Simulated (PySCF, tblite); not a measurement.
# C2H4OS3Si: geometry, infrared bands and NMR shifts

Aim: predict the infrared bands and NMR shifts of C2H4OS3Si (`O[Si]1(S)SC=CS1`).

The runs use tblite 0.8.0 and PySCF 2.14.0, with density-fitted response routines of our own; the level of theory stands in each step. All values are computed, except where a source is named. Atoms count from 0, in the outputs and in this text.

### Step 1. The starting structure

11 atoms, charge 0, multiplicity 1; geometry from: force field or distance geometry start.

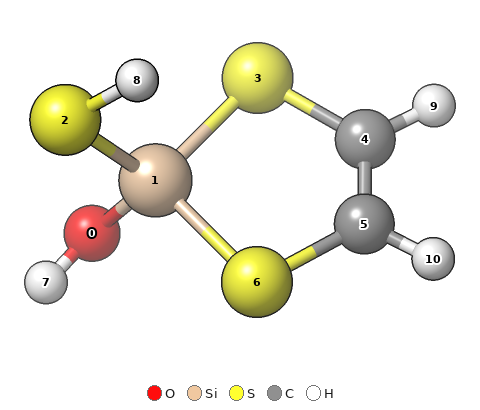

As it starts; oxygen red, silicon light orange, sulfur yellow, carbon grey, hydrogen white, atoms numbered.

### Step 2. Geometry optimisation with GFN2-xTB

Job settings and geometry (Å):

```
{"job": {"kind": "relax", "xc": "GFN2-xTB", "basis": "xTB"}, "charge": 0, "multiplicity": 1}
O     -2.044000    -0.864900    -1.153200
Si    -0.977700     0.202500    -0.521900
S     -1.722600     2.159900    -0.542200
S      0.935300     0.045200    -1.431200
C      1.824000    -0.528600    -0.030300
C      1.248600    -0.709700     1.161100
S     -0.433000    -0.395800     1.451700
H     -2.924200    -0.843500    -0.739100
H     -0.626000     2.741200    -0.050000
H      2.878200    -0.736900    -0.168100
H      1.847000    -1.066600     1.997200
```

The run is started by

```
OMP_NUM_THREADS=1 python probes_run.py task.json out
```

The driver reads the jobs from task.json and runs them one after another.

The log of the run:

```text
step      E/eV     max force
  0    -596.97340    1.203
  1    -597.03423    0.634
  2    -597.06202    0.546
  3    -597.07561    0.464
  4    -597.08319    0.274
  5    -597.08822    0.204
  6    -597.09302    0.223
  7    -597.09622    0.202
  8    -597.09912    0.183
  9    -597.10124    0.173
 10    -597.10376    0.212
 11    -597.10723    0.219
 12    -597.11069    0.194
 13    -597.11261    0.103
 14    -597.11344    0.058
 15    -597.11398    0.091
 16    -597.11471    0.126
 17    -597.11577    0.125
 18    -597.11690    0.100
 19    -597.11784    0.094
 20    -597.11864    0.085
 21    -597.11961    0.110
 22    -597.12109    0.112
 23    -597.12311    0.144
 24    -597.12515    0.150
 25    -597.12671    0.109
 26    -597.12779    0.093
 27    -597.12874    0.103
 28    -597.12980    0.120
 29    -597.13054    0.184
 30    -597.13154    0.078
 31    -597.13203    0.049
 32    -597.13225    0.045
 33    -597.13255    0.052
 34    -597.13306    0.082
 35    -597.13379    0.093
 36    -597.13439    0.058
 37    -597.13472    0.047
 38    -597.13490    0.040
 39    -597.13503    0.048
 40    -597.13519    0.041
 41    -597.13533    0.047
 42    -597.13545    0.031
 43    -597.13555    0.025
 44    -597.13571    0.023
 45    -597.13581    0.016
 46    -597.13585    0.013
 47    -597.13587    0.012
 48    -597.13589    0.013
 49    -597.13590    0.015
 50    -597.13592    0.009
```

Wall time 0.67 s (1 thread of Arm Neoverse N1, shared host); peak memory 0.18 GiB.

Step by step: (not every step is listed)

```
step  energy from step 0 (eV)  largest force (eV/Å)
   0                   0.0000                1.2026
   1                  -0.0608                0.6335
   2                  -0.0886                0.5456
   3                  -0.1022                0.4643
   4                  -0.1098                0.2737
   5                  -0.1148                0.2040
   6                  -0.1196                0.2228
   7                  -0.1228                0.2023
   8                  -0.1257                0.1832
  11                  -0.1338                0.2192
  14                  -0.1400                0.0579
  17                  -0.1424                0.1253
  20                  -0.1452                0.0846
  23                  -0.1497                0.1438
  26                  -0.1544                0.0926
  29                  -0.1571                0.1840
  32                  -0.1589                0.0448
  35                  -0.1604                0.0925
  38                  -0.1615                0.0400
  41                  -0.1619                0.0466
  44                  -0.1623                0.0234
  45                  -0.1624                0.0158
  46                  -0.1625                0.0135
  47                  -0.1625                0.0117
  48                  -0.1625                0.0132
  49                  -0.1625                0.0153
  50                  -0.1625                0.0092
```

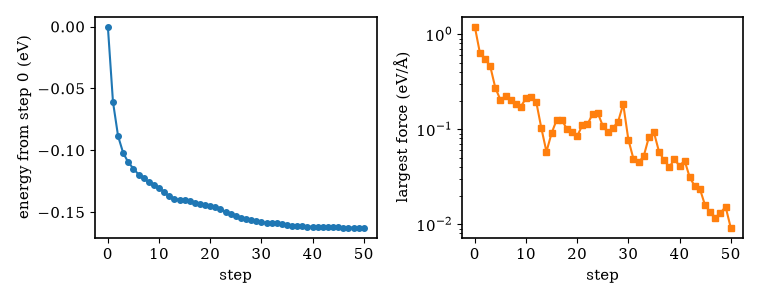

Energy and largest force along the relaxation.

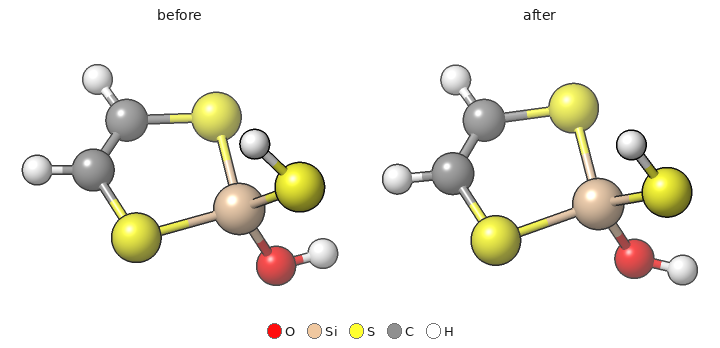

Before and after, at one scale.

Distances of close pairs at the start and the end, largest changes first:

```
  bond  before (Å)  after (Å)  change (Å)
Si1–S2       2.094      2.151      +0.057
O0–Si1       1.636      1.612      -0.024
Si1–S3       2.124      2.145      +0.022
Si1–S6       2.133      2.154      +0.021
 O0–H7       0.973      0.955      -0.018
 S2–H8       1.335      1.323      -0.012
C5–H10       1.088      1.076      -0.012
 S3–C4       1.755      1.745      -0.011
```

The end geometry stands in the next job.

### Step 3. Harmonic vibrations with GFN2-xTB

Job settings and geometry (Å):

```
{"job": {"kind": "ir", "xc": "GFN2-xTB", "basis": "xTB"}, "charge": 0, "multiplicity": 1}
O     -1.966905    -0.860908    -0.991973
Si    -0.918025     0.210964    -0.401561
S     -1.852422     2.140321    -0.583779
S      0.947642    -0.040859    -1.430595
C      1.831332    -0.623200    -0.043711
C      1.325314    -0.719797     1.181457
S     -0.307097    -0.278046     1.605747
H     -2.904651    -0.708009    -1.090545
H     -0.901412     2.865856    -0.018735
H      2.846577    -0.903066    -0.265548
H      1.905071    -1.080586     2.013279
```

The log of the run:

```text
mode    cm-1     km/mol
  1      67.4      3.52
  2      71.4     23.66
  3     142.6     80.23
  4     156.8     23.87
  5     167.8     16.00
  6     197.4      2.43
  7     210.5     24.03
  8     281.5     17.16
  9     366.8      0.07
 10     411.2      5.03
 11     497.4     39.81
 12     560.6    114.62
 13     601.8     11.87
 14     698.8     15.34
 15     707.9     18.38
 16     721.6      1.67
 17     748.8    341.88
 18     804.3     53.69
 19     815.7      1.10
 20     934.3    168.18
 21    1127.6      0.57
 22    1218.5     33.98
 23    1597.2     30.51
 24    2481.0     63.75
 25    3106.1      0.23
 26    3116.8      3.01
 27    3617.1     41.65
```

Run time: 0.77 s. Hardware: 1 thread of Arm Neoverse N1, shared host; peak memory 0.18 GiB.

The strongest bands and the atoms that carry them (share of the mass-weighted mode):

```
cm⁻¹  km/mol                                atoms
 143    80.2   H7 45 %, S2 18 %, S3 14 %, O0 10 %
 497    39.8           Si1 50 %, S3 15 %, S6 15 %
 561   114.6                    Si1 60 %, S2 17 %
 749   341.9                     H7 66 %, O0 15 %
 804    53.7  C5 31 %, C4 29 %, H9 11 %, H10 11 %
 934   168.2                    O0 54 %, Si1 40 %
2481    63.8                              H8 97 %
3617    41.6                              H7 94 %
```

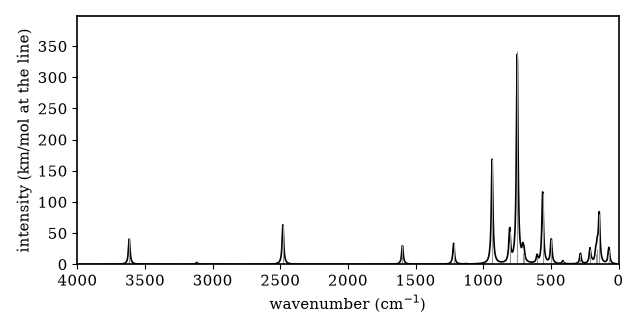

The infrared spectrum from these modes, unscaled. Lines are broadened to a width of 14 cm⁻¹ (Lorentzian).

### Step 4. Shielding tensors: PBE0/pcSseg-1

The job, as its differences from that of step 3:

```diff
@@ -1,2 +1,2 @@
-{"job": {"kind": "ir", "xc": "GFN2-xTB", "basis": "xTB"}, "charge": 0, "multiplicity": 1}
+{"job": {"kind": "nmr", "xc": "PBE0", "basis": "pcSseg-1"}, "charge": 0, "multiplicity": 1}
 O     -1.966905    -0.860908    -0.991973
```

Method: GIAO PBE0/pcSseg-1 NMR shielding, non-relativistic, gas phase.

The log of the run:

```text
coarse grid: 12240 points
cycle   1  E = -1637.0822835288  dE =  1.175e+00  |g| = 7.323e-01  |ddm| = 3.510e+00
cycle   2  E = -1636.9474907886  dE =  1.348e-01  |g| = 1.125e+00  |ddm| = 1.609e+00
cycle   3  E = -1637.1839720574  dE = -2.365e-01  |g| = 9.904e-02  |ddm| = 1.102e+00
cycle   4  E = -1637.1860655142  dE = -2.093e-03  |g| = 3.521e-02  |ddm| = 1.457e-01
cycle   5  E = -1637.1863127072  dE = -2.472e-04  |g| = 1.056e-02  |ddm| = 5.090e-02
cycle   6  E = -1637.1863407103  dE = -2.800e-05  |g| = 4.247e-03  |ddm| = 1.832e-02
cycle   7  E = -1637.1863451385  dE = -4.428e-06  |g| = 1.447e-03  |ddm| = 5.383e-03
final grid: 102280 points
cycle   8  E = -1637.2434653476  dE = -1.859e-05  |g| = 9.228e-03  |ddm| = 2.682e-02
cycle   9  E = -1637.2434440856  dE =  2.126e-05  |g| = 1.310e-02  |ddm| = 2.053e-02
cycle  10  E = -1637.2434830905  dE = -3.900e-05  |g| = 1.380e-03  |ddm| = 1.338e-02
cycle  11  E = -1637.2434835495  dE = -4.590e-07  |g| = 3.381e-04  |ddm| = 1.703e-03
cycle  12  E = -1637.2434835784  dE = -2.892e-08  |g| = 1.098e-04  |ddm| = 4.635e-04
cycle  13  E = -1637.2434835813  dE = -2.924e-09  |g| = 2.830e-05  |ddm| = 1.250e-04
cycle  14  E = -1637.2434835815  dE = -2.219e-10  |g| = 8.877e-06  |ddm| = 4.590e-05
converged SCF energy = -1637.2434835815

GIAO shielding tensors (ppm)
atom      isotropic    diamagn.    paramagn.     s11        s22        s33       span
  0 O      248.149     385.323    -137.174    241.124    244.036    259.287     18.164
  1 Si     308.533     876.557    -568.024    275.254    315.849    334.496     59.241
  2 S      653.951    1056.714    -402.763    561.201    612.194    788.459    227.258
  3 S      494.089    1058.083    -563.994    332.237    549.064    600.965    268.728
  4 C       63.214     259.087    -195.873    -31.153     85.891    134.905    166.058
  5 C       62.839     259.137    -196.298    -31.604     86.652    133.471    165.075
  6 S      484.568    1058.448    -573.880    311.786    550.409    591.510    279.724
  7 H       28.422      29.239      -0.817     20.342     23.050     41.873     21.531
  8 H       30.556      30.466       0.090     22.658     27.869     41.141     18.483
  9 H       25.717      30.024      -4.307     21.274     26.275     29.602      8.328
 10 H       25.701      30.116      -4.416     21.252     26.280     29.570      8.318
```

It took 51 s on 1 thread of Arm Neoverse N1, shared host; peak memory 0.83 GiB.

The references, computed at this level on geometries of the same kind, shield at (ppm): 1H TMS 31.72, 13C TMS 186.9, 29Si TMS 349.2, 17O H2O 336.1, 33S CS2 504. Their shielding less the atom's gives the shift. The references are single molecules in the gas phase, so shifts against H2O, NH3, PH3, H3PO4 or CFCl3 are not on the usual liquid scales and can be off by tens of ppm. Atoms listed in one row are averaged.

```
  atoms                                     environment  σ (ppm)  δ (ppm)  δ scaled to CDCl3
 C4, C5                                       alkene CH     63.0    123.9              114.6
H9, H10                        hydrogen on an alkene CH    25.71     6.01               5.77
     H7              hydrogen on an oxygen bonded to Si    28.42     3.30                  –
     H8               hydrogen on a sulfur bonded to Si    30.56     1.16                  –
     O0                          oxygen bonded to Si, H    248.1     87.9                  –
    Si1  silicon bonded to O, 3 S, in a 5-membered ring    308.5     40.6                  –
 S3, S6    sulfur bonded to C, Si, in a 5-membered ring      489       14                  –
     S2                          sulfur bonded to Si, H      654     -150                  –
```

The scaled column applies a straight-line fit of computed shieldings to shifts measured in CDCl3, with any fitted terms for Cl, Br or S neighbours (root-mean-square error 0.16 ppm for H, 1.9 ppm for C).

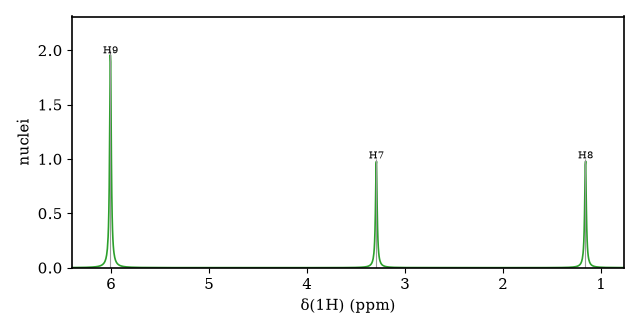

1H lines at the computed shifts, without couplings. Lines are broadened to a width of 0.02 ppm (Lorentzian).

The run also stored atomic charges by several schemes (e):

```
 atoms  Mulliken    IAO  Hirshfeld  ESP fit
    O0     -0.50  -0.78      -0.30    -0.59
   Si1      0.92   0.99       0.35     0.54
    S2     -0.37  -0.32      -0.14    -0.34
S3, S6     -0.17  -0.08      -0.05    -0.14
C4, C5     -0.23  -0.29      -0.09    -0.22
```

IAO charges:

```
atom  value (e)
  O0      -0.78
 Si1       0.99
  S2      -0.32
  S3      -0.07
  C4      -0.29
  C5      -0.29
  S6      -0.09
  H7       0.38
  H8       0.12
  H9       0.18
 H10       0.18
```

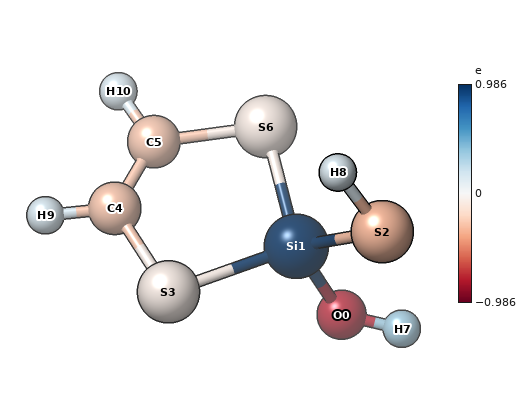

IAO charges, as colours on the atoms.

Mayer bond orders: O0–Si1 1.11, Si1–S2 1.04, Si1–S3 0.95, S3–C4 1.09, C4–C5 1.79, C5–S6 1.08, S6–Si1 0.94.

Ring of atoms Si1, S3, C4, C5, S6: NICS(0) -8.4, NICS(1) -5.3, NICS(1)zz -5.7 ppm (means of both faces).

The fields below are evaluated on a grid from the run's orbitals.

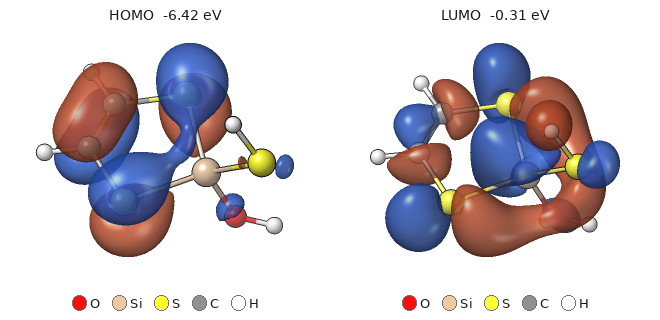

Frontier orbitals at PBE0/pcSseg-1; each surface holds 70 % of the orbital's density, blue and red mark the sign.

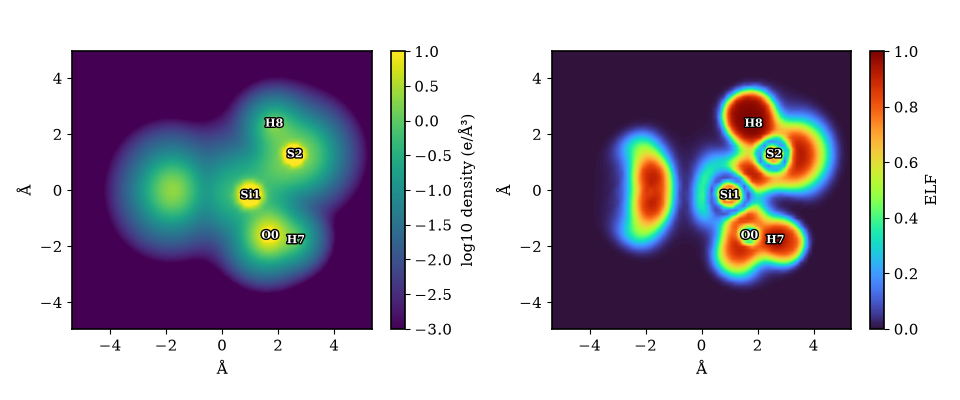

Density (left) and ELF (right) in a plane through or near 5 of the atoms.

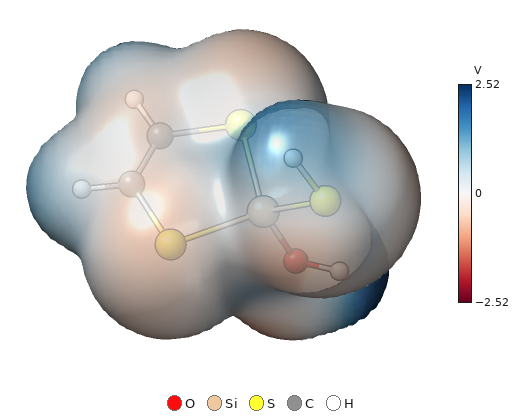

Electrostatic potential on the surface of density 0.002 e/bohr³; red is low, blue high. It runs from -1.11 V near O0 to 2.52 V near H7.

### Step 5. Results

| quantity | value |
| --- | --- |
| strongest single infrared mode (GFN2-xTB) | 749 cm⁻¹, 342 km/mol |
| zero-point energy (GFN2-xTB) | 36.4 kcal/mol |
| 13C shifts against TMS (PBE0/pcSseg-1, means over atoms taken as alike) | 123.9 ppm |
| 1H shifts against TMS (PBE0/pcSseg-1, means over atoms taken as alike) | 6.01, 3.30, 1.16 ppm |
| 17O shifts against H2O (PBE0/pcSseg-1) | 87.9 ppm |
| 29Si shifts against TMS (PBE0/pcSseg-1) | 40.6 ppm |
| 33S shifts against CS2 (PBE0/pcSseg-1, means over atoms taken as alike) | 14, -150 ppm |
| surface potential, least and greatest | -1.11 V and 2.52 V |

**Reading.** Over 50 steps the energy fell by 0.163 eV; of the close pairs, Si1–S2 changed most, 2.094 to 2.151 Å. No mode is imaginary among the 27: a minimum at this level. The strongest single mode, at 749 cm⁻¹, moves mainly H7. GFN2-xTB is a fitted tight-binding method: band positions and strengths are rough. Its intensities can rank the bands wrongly. The most deshielded hydrogen is H9, H10 (mean) (hydrogen on an alkene CH), at 6.01 ppm: a vinylic proton, deshielded by the sp2 carbon and the C=C anisotropy. At PBE0/pcSseg-1: The widest tensor belongs to S3, S6: span 274 ppm, with a paramagnetic part of -569 ppm. By nearest atom (PBE0/pcSseg-1), the HOMO sits on S3, S6 about 26 % each; C4, C5 about 17 % each and the LUMO on Si1 22 %; S3, S6 about 22 % each.
